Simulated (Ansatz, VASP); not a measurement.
# HgSb: VASP beside Ansatz

One calculation is typed for both programs; each brings its own data sets and cutoff. How far apart do they land? The cell is invented: As first built, before any earlier steps moved the atoms: it takes the SnSb structure with some of its atoms replaced by other elements, volume scaled by an estimate. It may not be a known or stable phase. The cell comes out of the VASP series on this material, whose earlier steps may have relaxed, scaled or displaced it; both programs get it as it stands.

Calculated with Ansatz 0.2.0; plane waves, with VASP 6.6.1 beside it; zone-centre phonons at LDA.

### Step 1. Starting point

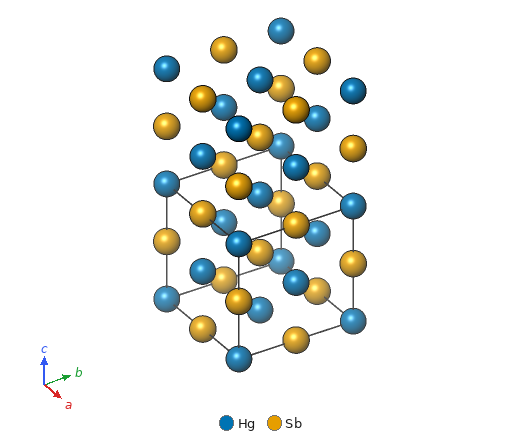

Start, viewed from a free direction; mercury blue, antimony orange. 1×1×2 cells are drawn. This picture shows the conventional cell, with its axes. Some periodic images of atoms are drawn too.

Coordinates:

```cif
data_structure
_symmetry_space_group_name_H-M 'P 1'
_symmetry_Int_Tables_number 1
_cell_length_a 4.1479
_cell_length_b 4.1479
_cell_length_c 4.1479
_cell_angle_alpha 60.000
_cell_angle_beta 60.000
_cell_angle_gamma 60.000
_cell_volume 50.46
loop_
_atom_site_label
_atom_site_type_symbol
_atom_site_fract_x
_atom_site_fract_y
_atom_site_fract_z
_atom_site_occupancy
Hg1 Hg 0.00000 0.00000 0.00000 1
Sb2 Sb 0.50000 0.50000 0.50000 1
```

### Step 2. Ansatz: zone-centre phonons, LDA

Ansatz runs on its default PAW (the set named soft_2) files.

Second derivatives magnify differences that forces hide, and they need a tight electronic threshold.

input.yaml

```yaml
crystal:
  lattice:
    - [0.0, 2.9330369599, 2.9330369599]
    - [2.9330369599, 0.0, 2.9330369599]
    - [2.9330369599, 2.9330369599, 0.0]
  atoms:
    - { symbol: Hg, position: [0.0, 0.0, 0.0] }
    - { symbol: Sb, position: [0.5, 0.5, 0.5] }
hamiltonian:
  xc: lda
  pseudopotentials: { kind: paw }
kpoints:
  mp_grid: { grid: [7, 7, 7] }
scf:
  occupations: { method: fermi_dirac, width: 0.05 }
phonons:
  method: dfpt
  qpoints: [[0, 0, 0]]
```

Launch:

```console
$ ansatz run input.yaml --threads 4 --pin off --max-ram 9216MiB --backend cpu --events-out ev --progress --plain --runs-dir out
```

Numbers of over 12 decimals in the logs are rounded to 6 here.

Output:

```text
Engine: ansatz 0.2.0, aarch64-unknown-linux-gnu
Pseudopotentials: kind: paw
Pseudopotential: Hg, paw, valence charge 20, recommended cutoff 420 eV (normal), Hg.paw.azcp
Pseudopotential: Sb, paw, valence charge 15, recommended cutoff 420 eV (normal), Sb.paw.azcp
Functional definition: SPW92
  exchange = slater_x
  correlation = pw_c
Crystal: 2 atoms, lattice volume = 50.464 Å³
Basis set: ecut = 420 eV, 965 PW (Γ), exchange–correlation on 60×60×60 points (8 copies of the dense FFT grid, shifted against one another)
Bands: 22, of which v1, the nominal top of the filled ones, is band 18 counted from 1 (17 counted from 0)
Symmetry: 48 space group operations
k-points: 40 of 343 (irreducible under 8 space group operations, time reversal used)
Non-local potential: Hg, projectors of the file, l = 0: 3, l = 1: 2, l = 2: 2, l = 3: 1
Non-local potential: Sb, projectors of the file, l = 0: 2, l = 1: 2, l = 2: 2, l = 3: 2
PAW form: soft (Blöchl's): semilocal exchange-correlation on the pseudo side does not see the compensation charge
PAW frozen core: Hg, regenerated for the run's functional, and the local potential with it (the file was generated under x = pbe(κ = 0.804, μ = 0.219515), c = pbe(β = 0.066725))
PAW frozen core: Sb, regenerated for the run's functional, and the local potential with it (the file was generated under x = pbe(κ = 0.804, μ = 0.219515), c = pbe(β = 0.066725))
PAW one-centre angular grid: Hg, 590 points (default); XC on 64 Gauss nodes
PAW one-centre angular grid: Sb, 590 points (default); XC on 64 Gauss nodes
Initial density: superposition of atomic densities (neutral atoms: chi_scale 0, normalization atom), corrected by the library's trained network
Initial wavefunctions: pseudopotential atomic-orbital guess
Functional: x = slater, c = lda
SCF iter   1: F=—  HF=-19858.055539 eV  |F-HF|=—  |Δ(HF+E_count)|=         —  Δρ=6.21e-3  dr2=7.89e-3  ethr=1.77e-3  ⟨swp⟩=6.2  Hψ=4148  notcnv=0
preconditioner: auto → none  [insulator: Δε(μ)=0.121 eV  Ē_g=11.161 eV  σ=0.050 eV  W_gap=0.54  n_scr=14 (ndim 8)  ℏωp=21.6 eV  f_vac=0.003  D(μ)=1.61/eV (n_scr^D=14)  ε∞_Penn≈4.7]
SCF iter   2: F=—  HF=-19858.052151 eV  |F-HF|=—  |Δ(HF+E_count)|=   3.39e-3  Δρ=2.23e-3  dr2=9.06e-4  ethr=2.26e-5  ⟨swp⟩=2.0  Hψ=1713  notcnv=0
SCF iter   3: F=—  HF=-19858.051994 eV  |F-HF|=—  |Δ(HF+E_count)|=   1.57e-4  Δρ=7.45e-4  dr2=1.61e-4  ethr=2.59e-6  ⟨swp⟩=2.9  Hψ=1639  notcnv=0
SCF iter   4: F=—  HF=-19858.051954 eV  |F-HF|=—  |Δ(HF+E_count)|=   3.99e-5  Δρ=2.32e-4  dr2=2.25e-5  ethr=4.61e-7  ⟨swp⟩=2.0  Hψ=1173  notcnv=0
SCF iter   5: F=—  HF=-19858.051953 eV  |F-HF|=—  |Δ(HF+E_count)|=   9.92e-7  Δρ=2.60e-5  dr2=2.13e-7  ethr=6.43e-8  ⟨swp⟩=2.1  Hψ=1189  notcnv=0
SCF iter   6: F=—  HF=-19858.051951 eV  |F-HF|=—  |Δ(HF+E_count)|=   2.26e-6  Δρ=3.40e-6  dr2=2.57e-9  ethr=6.07e-10  ⟨swp⟩=2.1  Hψ=1432  notcnv=0
SCF iter   7: F=—  HF=-19858.051951 eV  |F-HF|=—  |Δ(HF+E_count)|=  3.31e-10  Δρ=6.95e-7  dr2=1.92e-10  ethr=7.34e-12  ⟨swp⟩=2.5  Hψ=1557  notcnv=0
SCF iter   8: F=-19858.051951 eV  HF=-19858.051951 eV  |F-HF|=0.00e0  |Δ(HF+E_count)|=  1.09e-10  Δρ=6.03e-8  dr2=6.16e-13  ethr=1.00e-12  ⟨swp⟩=4.8  Hψ=4410  notcnv=0
SCF 1 converged in 8 iterations: F = -19858.051951 eV  dr2 = 6.16e-13
  greatest PAW one-centre occupation: 1.000 electrons in one spin orbital (limit 2), on the Hg atom at site 0 (counted from 0), in its partial waves of l = 0
DFPT response loops at Γ: preconditioner auto → Kerker (q_TF=auto, 2.567 Å⁻¹) (partly filled bands, converged f_vac=0.005); β = 1.00, the filter's whole step (`scf.mixing.beta` (0.50) is not read by the response loops under this deck's `scf.mixing.preconditioner`; to damp them name `kerker` or `kerker_dos`, under which they read `scf.mixing.beta`, and type it under 1.00, their step now; both keys bind the ground state too); Broyden in place of MSR1
SCF converged after 8 iterations
Free energy (F): -19858.051951 eV
Harris-Foulkes:  -19858.051951 eV  (|F-HF|=0.00e0)
Internal energy: -19858.038525 eV  (E = F + TS)
E sigma→0 (E₀):  -19858.045238 eV
Entropy (-TS):   -0.013426 eV (-6.713 meV/atom)
Fermi energy:    12.776599 eV
--- Per-component energies (eV) ---
  E_band       = -564.353422
  E_kinetic    = 813.705906
  E_local      = -4198.334175  (includes V_loc(G=0)·N_el)
  E_nonlocal   = 445.099838
  E_hartree    = 1838.917846
  E_xc         = -358.167595
  E_vxc        = -361.079732  (∫ρ·V_xc dr)
  E_paw        = -14080.828723  (= ΣΔE_a)
  E_vpaw       = -941.581818  (= ΣTr[D̂ρ^β])
  E_aug_tail   = 0.000842  (compensation charges beyond the density's cutoff)
  E_ewald      = -4319.567379
  E_core_change = 1.134916  (= ΣΔE_core)
  E_smearing   = -0.013426  (= −TS)
  E_closure    = 0.000000  (closes the sum)
  Σ components = -19858.051951   (vs F -19858.051951, Δ=0.00e0)
--- Band table (eV; the first three rows and the last of 40) ---
  k-point 0: bands = [... 14 lower, 5.4493, 13.0682, 13.0682, 13.0682, 13.4828, 20.3254, 20.7524, 20.7524]
  k-point 1: bands = [... 14 lower, 5.4846, 10.7809, 13.2574, 13.2574, 15.4132, 18.8522, 19.5590, 19.5590]
  k-point 2: bands = [... 14 lower, 5.5767, 8.4762, 13.7439, 13.7439, 16.1483, 17.8252, 17.9628, 17.9628]
  k-point 39: bands = [... 14 lower, 6.7434, 7.7213, 9.2507, 10.5239, 15.3033, 18.2238, 19.9265, 20.7283]
--- Phonons (Γ-DFPT): 2 representative perturbations + reference, on 40 of 343 k-points (Σ response iterations 6) ---
  k mesh reduced under 8 symmetry operations, with k and −k counted as one. Each operation leaves every solved perturbation unchanged. A smaller set is not used because it would not reduce the number of displacements times k-points to solve
  ASR residual: 5.498e-6 → 0.000e0 eV/Å²; symmetrization residual: 1.220e-5 eV/Å²
  ASR residual per site (eV/Å²): 5.50e-6 2.43e-6
  Γ frequencies (cm⁻¹): 0.00 0.00 0.00 119.22 119.22 119.22
  non-analytic LO–TO correction: not included (Born effective charges unavailable; polar crystals: no LO–TO splitting at Γ)
--- Phonons (arbitrary-q DFPT): 1 explicit q-point ---
  q = [0, 0, 0] (of the zone-centre solve; hermiticity 6.16e-6, symmetrization 6.13e-13): -0.00 -0.00 0.00 119.22 119.22 119.22
  sum rule: each row above includes the acoustic sum rule's correction from the zone centre's row sums; it moved no ω² by more than (0.09 cm⁻¹)²
```

Wall time 6.8 s (4 threads of Arm Neoverse N1, shared host); peak memory 0.44 GiB.

### Step 3. VASP: zone-centre phonons, LDA

The same cell, functional (in two slightly different forms), mesh and smearing now go to VASP, with its own data sets and cutoff.

Lines of VASP's logs that name or quote its potential files are left out, and so is its time.

INCAR

```
SYSTEM = HgSb
PREC = Accurate
ENCUT = 400
EDIFF = 1E-08
NELM = 100
ISMEAR = -1
SIGMA = 0.05
LREAL = .FALSE.
ALGO = Normal
GGA = CA
LORBIT = 11
LWAVE = .FALSE.
LCHARG = .FALSE.
IBRION = 8
ISIF = 2
```

POSCAR

```
HgSb
1.0
    0.0000000000      2.9330369599      2.9330369599
    2.9330369599      0.0000000000      2.9330369599
    2.9330369599      2.9330369599      0.0000000000
Hg Sb
1 1
Direct
    0.0000000000      0.0000000000      0.0000000000
    0.5000000000      0.5000000000      0.5000000000
```

KPOINTS

```
Automatic mesh
0
Gamma
7 7 7
0 0 0
```

Potentials, in the order of the species: Hg and Sb (LDA family, release 64).

Launch:

```console
$ mpirun -np 1 vasp_std
```

Output:

```text
[banner, memory and clock lines left out]
running    1 mpi-ranks, on    1 nodes
 distrk:  each k-point on    1 cores,    1 groups
 distr:  one band on    1 cores,    1 groups

 POSCAR found type information on POSCAR HgSb
 POSCAR found :  2 types and       2 ions
 LDA part: xc-table for (Slater(with rela. corr.)+CA(PZ))
 , standard interpolation
 POSCAR, INCAR and KPOINTS ok, starting setup
 FFT: planning ... GRIDC
 FFT: planning ... GRID_SOFT
 FFT: planning ... GRID
 WAVECAR not read
 entering main loop
       N       E                     dE             d eps       ncg     rms          rms(c)
DAV:   1     0.974248981936E+02    0.97425E+02   -0.64658E+03   480   0.986E+02
DAV:   2    -0.250360660363E+01   -0.99929E+02   -0.93657E+02   536   0.265E+02
DAV:   3    -0.581053185128E+01   -0.33069E+01   -0.32416E+01   576   0.549E+01
DAV:   4    -0.582810996255E+01   -0.17578E-01   -0.17573E-01   532   0.400E+00
DAV:   5    -0.582828270392E+01   -0.17274E-03   -0.17274E-03   588   0.410E-01    0.524E+00
DAV:   6    -0.559632061918E+01    0.23196E+00   -0.70941E-01   516   0.124E+01    0.422E+00
DAV:   7    -0.558858679412E+01    0.77338E-02   -0.62501E-02   540   0.209E+00    0.226E+00
DAV:   8    -0.558428015893E+01    0.43066E-02   -0.49684E-03   524   0.987E-01    0.155E-01
DAV:   9    -0.558409316084E+01    0.18700E-03   -0.77313E-04   584   0.401E-01    0.311E-02
DAV:  10    -0.558409535106E+01   -0.21902E-05   -0.47824E-05   524   0.818E-02    0.185E-02
DAV:  11    -0.558409517601E+01    0.17505E-06   -0.21282E-06   576   0.154E-02    0.153E-03
DAV:  12    -0.558409517681E+01   -0.79922E-09   -0.13568E-07   540   0.333E-03    0.661E-04
DAV:  13    -0.558409517722E+01   -0.40632E-09   -0.11935E-09   304   0.428E-04
   1 F= -.55840952E+01 E0= -.55769953E+01  d E =-.141997E-01
 Linear response reoptimize wavefunctions to high precision
DAV:   1    -0.558409517711E+01    0.10323E-09   -0.65211E-10   380   0.376E-04
DAV:   2    -0.558409517716E+01   -0.45702E-10   -0.74825E-11   284   0.722E-05
 Linear response DOF=           2
 Linear response progress:
  Degree of freedom:   1/  2
       N       E                     dE             d eps       ncg     rms          rms(c)
RMM:   1    -0.373885171744E+00   -0.37389E+00   -0.14297E-01  1535   0.339E+00
RMM:   2    -0.372584168759E+00    0.13010E-02   -0.14142E-03  1470   0.322E-01    0.462E-02
RMM:   3    -0.372199022664E+00    0.38515E-03   -0.95685E-05  1484   0.713E-02    0.255E-02
RMM:   4    -0.371960005685E+00    0.23902E-03   -0.47088E-05  1529   0.491E-02    0.101E-02
RMM:   5    -0.371946463884E+00    0.13542E-04   -0.11225E-06  1561   0.767E-03    0.669E-04
RMM:   6    -0.371934880197E+00    0.11584E-04   -0.12315E-07  1560   0.223E-03    0.313E-04
RMM:   7    -0.371933495176E+00    0.13850E-05   -0.28749E-08  1544   0.642E-04    0.441E-05
RMM:   8    -0.371933005109E+00    0.49007E-06   -0.22527E-08  1626   0.149E-04    0.151E-05
RMM:   9    -0.371932925714E+00    0.79395E-07   -0.22938E-08  1603   0.905E-05    0.377E-06
RMM:  10    -0.371932944791E+00   -0.19078E-07   -0.22391E-08  1480   0.799E-05    0.551E-07
RMM:  11    -0.371932956156E+00   -0.11364E-07   -0.21297E-08   954   0.763E-05    0.217E-07
RMM:  12    -0.371932956457E+00   -0.30157E-09   -0.18304E-08   831   0.761E-05    0.106E-07
 first order change of Fermi-energy  -0.15916E-03
 force on displaced ion       1 direction 1 :  -4.021   0.000   0.000
 Linear response progress:
  Degree of freedom:   2/  2
       N       E                     dE             d eps       ncg     rms          rms(c)
RMM:   1    -0.253100957716E-01   -0.25310E-01    0.10601E-02  1595   0.141E+00
RMM:   2    -0.240860314554E-01    0.12241E-02   -0.15238E-03  1506   0.263E-01    0.385E-02
RMM:   3    -0.240200934957E-01    0.65938E-04   -0.33495E-05  1537   0.438E-02    0.211E-02
RMM:   4    -0.239466530417E-01    0.73440E-04   -0.87551E-06  1516   0.207E-02    0.382E-03
RMM:   5    -0.239326130907E-01    0.14040E-04   -0.20859E-07  1555   0.361E-03    0.678E-04
RMM:   6    -0.239327085179E-01   -0.95427E-07   -0.31075E-08  1543   0.116E-03    0.194E-04
RMM:   7    -0.239331504438E-01   -0.44193E-06   -0.51277E-09  1454   0.253E-04    0.482E-05
RMM:   8    -0.239331933788E-01   -0.42935E-07   -0.87222E-10  1606   0.671E-05    0.104E-05
RMM:   9    -0.239331725655E-01    0.20813E-07   -0.26611E-10  1586   0.331E-05    0.139E-06
RMM:  10    -0.239331748824E-01   -0.23169E-08    0.12694E-08  1227   0.182E-05    0.655E-07
 first order change of Fermi-energy   0.36462E-03
 force on displaced ion       2 direction 1 :  -4.015   0.000   0.000
 Linear response finished
```

From OUTCAR (step 3):

```text
ion  position               nearest neighbor table
   1  0.000  0.000  0.000-   2 2.93   2 2.93   2 2.93   2 2.93   2 2.93   2 2.93
   2  0.500  0.500  0.500-   1 2.93   1 2.93   1 2.93   1 2.93   1 2.93   1 2.93

  LATTYP: Found a face centered cubic cell.
 ALAT       =     5.8660739198

 Subroutine GETGRP returns: Found 48 space group operations
 (whereof 48 operations were pure point group operations)

The static configuration has the point symmetry O_h .

 Found     20 irreducible k-points:

   k-points           NKPTS =     20   k-points in BZ     NKDIM =     20   number of bands    NBANDS=     12

   dimension x,y,z NGX =    28 NGY =   28 NGZ =   28
   dimension x,y,z NGXF=    56 NGYF=   56 NGZF=   56

   ENCUT  =  400.0 eV  29.40 Ry    5.42 a.u.   6.76  6.76  6.76*2*pi/ulx,y,z

   NELECT =      17.0000    total number of electrons

 k-points in reciprocal lattice and weights: Automatic mesh
   0.00000000  0.00000000  0.00000000       0.003
   0.14285714  0.00000000  0.00000000       0.023
   0.28571429  0.00000000  0.00000000       0.023
   0.42857143  0.00000000  0.00000000       0.023
   0.14285714  0.14285714  0.00000000       0.017
   0.28571429  0.14285714  0.00000000       0.070
   0.42857143  0.14285714  0.00000000       0.070
  -0.42857143  0.14285714  0.00000000       0.070
  -0.28571429  0.14285714  0.00000000       0.070
[...]
-0.42857143  0.42857143  0.14285714       0.070
  -0.28571429  0.42857143  0.14285714       0.070

 average (electrostatic) potential at core
       1 -38.5504       2 -88.1034

  Total        0.0017292      0.0017292      0.0017292     -0.0000000      0.0000000     -0.0000000
  in kB        0.0548991      0.0548991      0.0548991     -0.0000000      0.0000000     -0.0000000
  external PRESSURE =       0.0548991 kB  Pullay stress =       0.0000000 kB

  energy-cutoff  :      400.00
  volume of cell :       50.46
      direct lattice vectors                 reciprocal lattice vectors
     0.000000000  2.933036960  2.933036960    -0.170471769  0.170471769  0.170471769
     2.933036960  0.000000000  2.933036960     0.170471769 -0.170471769  0.170471769
     2.933036960  2.933036960  0.000000000     0.170471769  0.170471769 -0.170471769

 POSITION                                       TOTAL-FORCE (eV/Angst)
 -----------------------------------------------------------------------------------
      0.00000      0.00000      0.00000        -0.000000      0.000000     -0.000000
      2.93304      2.93304      2.93304         0.000000     -0.000000      0.000000
 -----------------------------------------------------------------------------------
    total drift:                               -0.000000      0.000000      0.000000

 Eigenvectors and eigenvalues of the dynamical matrix
 ----------------------------------------------------

   1 f  =    3.599792 THz    22.618157 2PiTHz  120.076120 cm-1    14.887535 meV
             X         Y         Z           dx          dy          dz
      0.000000  0.000000  0.000000     0.000000    0.000000   -0.614853
      2.933037  2.933037  2.933037     0.000000    0.000000    0.788642

   2 f  =    3.599792 THz    22.618157 2PiTHz  120.076120 cm-1    14.887535 meV
             X         Y         Z           dx          dy          dz
      0.000000  0.000000  0.000000    -0.614853    0.000000    0.000000
      2.933037  2.933037  2.933037     0.788642   -0.000000    0.000000

   3 f  =    3.599792 THz    22.618157 2PiTHz  120.076120 cm-1    14.887535 meV
             X         Y         Z           dx          dy          dz
      0.000000  0.000000  0.000000     0.000000    0.614853   -0.000000
      2.933037  2.933037  2.933037    -0.000000   -0.788642    0.000000

   4 f/i=    0.001252 THz     0.007869 2PiTHz    0.041774 cm-1     0.005179 meV
             X         Y         Z           dx          dy          dz
      0.000000  0.000000  0.000000     0.482175    0.542391   -0.308666
      2.933037  2.933037  2.933037     0.375921    0.422867   -0.240647

   5 f/i=    0.001252 THz     0.007869 2PiTHz    0.041774 cm-1     0.005179 meV
             X         Y         Z           dx          dy          dz
      0.000000  0.000000  0.000000     0.540788   -0.168468    0.548746
      2.933037  2.933037  2.933037     0.421618   -0.131343    0.427822

   6 f/i=    0.001252 THz     0.007869 2PiTHz    0.041774 cm-1     0.005179 meV
             X         Y         Z           dx          dy          dz
      0.000000  0.000000  0.000000     0.311466   -0.547162   -0.474930
      2.933037  2.933037  2.933037     0.242830   -0.426587   -0.370272

 ELASTIC MODULI CONTR FROM IONIC RELAXATION (kBar)
 Direction    XX          YY          ZZ          XY          YZ          ZX
 --------------------------------------------------------------------------------
 XX           0.0000      0.0000      0.0000      0.0000      0.0000      0.0000
 YY           0.0000      0.0000      0.0000      0.0000      0.0000      0.0000
 ZZ           0.0000      0.0000      0.0000      0.0000      0.0000      0.0000
 XY           0.0000      0.0000      0.0000      0.0000      0.0000      0.0000
 YZ           0.0000      0.0000      0.0000      0.0000      0.0000      0.0000
 ZX           0.0000      0.0000      0.0000      0.0000      0.0000      0.0000
 --------------------------------------------------------------------------------
```

### Step 4. Side by side

Known differences besides the PAW data sets themselves: the two LDA forms differ slightly; the data sets hold 35 valence electrons in Ansatz (default PAW (the set named soft_2) files) and 17 in VASP; the cutoff is 420 eV in Ansatz and 400 eV in VASP; Ansatz makes its cores anew for this functional, VASP keeps those of its LDA data sets. Total energies have different zeros and are not compared.

Both answers:

```csv
quantity,Ansatz,VASP,difference
mode 4 to 6 (cm⁻¹),119.2,120.1,-0.71 %
```

### Step 5. Outcome

```yaml
difference_in_mode_4_to_6_zone_centre_phonons_lda: -0.71 %
```

**Reading.** The difference in mode 4 to 6 is -0.71 % (zone-centre phonons, LDA), within the 3 % picked in this series as the mark of a large difference. Differences of this kind measure data sets and numerical settings, not the functional's error against experiment.

[Lines on the potential files, build, host, timing and source positions are cut from VASP's logs without a mark.]

[Logs are printed without paths, hosts, clocks, repeated set-up lines and the standing remarks that a program may print on its own settings, such as how far it seeks lower states.]

[Hosts, paths, dates, database ids (printed as entryN), source tags and the programs' standing remarks are cut or masked in the printed files.]
